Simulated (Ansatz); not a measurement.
Three curves of one kind of scan: energy against volume (even scaling of the relaxed cell, symmetry kept). Method: PBEsol (plane waves to 420 eV, PAW, scalar-relativistic; Ansatz, a first-principles code). Each is measured from its own zero (the relaxed starting cell). 

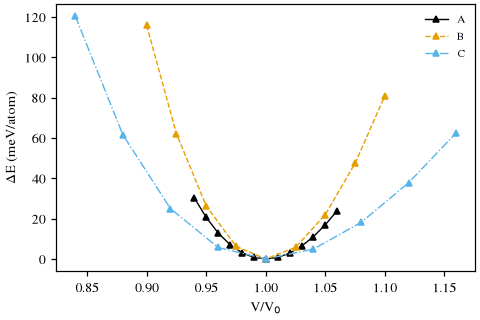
Figure: Curves A, B and C.

Problem. Match the curves to these crystals:
- CoSn (CoSn type, space group P6/mmm), a = b = 5.218 Å, c = 4.172 Å, α = β = 90.00°, γ = 120.00°
- SrTl$_{2}$ (space group P6_3/mmc), a = b = 5.0983 Å, c = 8.1277 Å, α = β = 90.00°, γ = 120.00°
- ZrRh (space group Pnma), a = 6.055 Å, b = 4.439 Å, c = 5.252 Å, α = β = γ = 90.00°

Solution. A is CoSn; B is ZrRh; C is SrTl2.

All were relaxed with their symmetry unable to fall. CoSn is run without spin polarisation. Spin-orbit coupling is left out. ZrRh is run without spin polarisation.

(Under strain, the slope of the energy per volume gives the stress and its curvature an elastic modulus.)
